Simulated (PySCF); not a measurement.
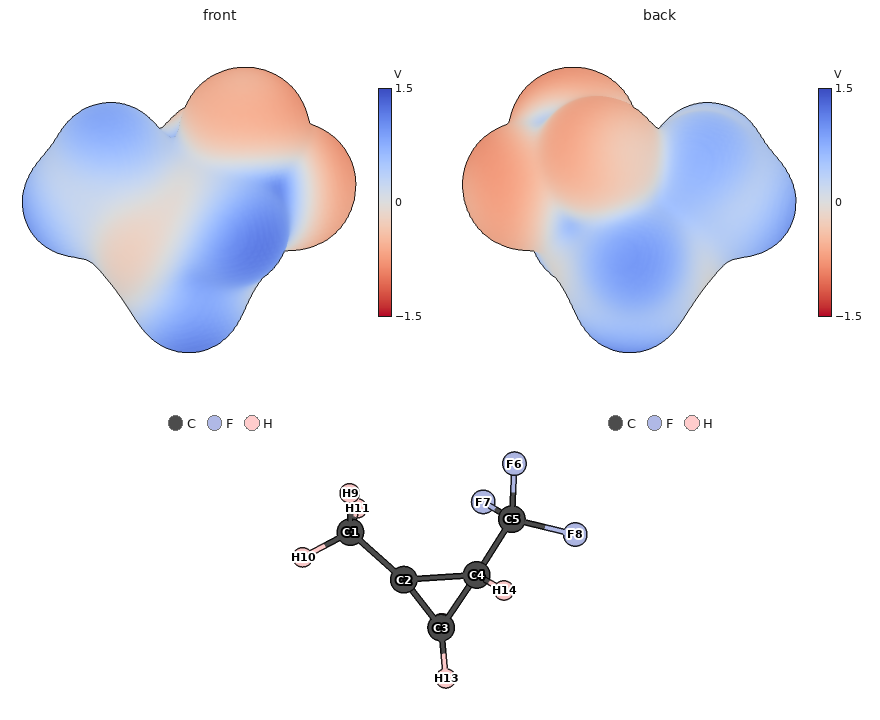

C₅H₆F₃ (SMILES C[C]1C[C@H]1C(F)(F)F) (doublet). The molecular electrostatic potential painted on the density surface at 0.002 e/bohr³, seen from the front and from behind; red is negative and blue positive. The bare structure is drawn below in the same view.

Geometry: GFN2-xTB.

The calculation used UKS B3LYP, pcH-1 on C F H, non-relativistic, mean-field spin-orbit, GIAO (PySCF).

```xyz
14

C     1.5699    0.8535   -0.5797
C     0.6694   -0.2987   -0.6771
C     0.3273   -1.4259    0.1864
C    -0.7553   -0.5105   -0.3761
C    -1.4868    0.4194    0.5528
F    -1.9286    1.5254   -0.0731
F    -0.7326    0.8427    1.5793
F    -2.5745   -0.1579    1.0979
H     1.2555    1.6447   -1.2585
H     2.5896    0.5554   -0.8211
H     1.5782    1.2633    0.4385
H     0.5523   -1.3755    1.2475
H     0.3584   -2.4344   -0.2030
H    -1.4234   -0.9018   -1.1361
```

Where is the surface potential most negative and most positive?

Answer. The most negative region (about −0.7 V) lies over F6 and F8, the most positive (about +1.1 V) over H14.
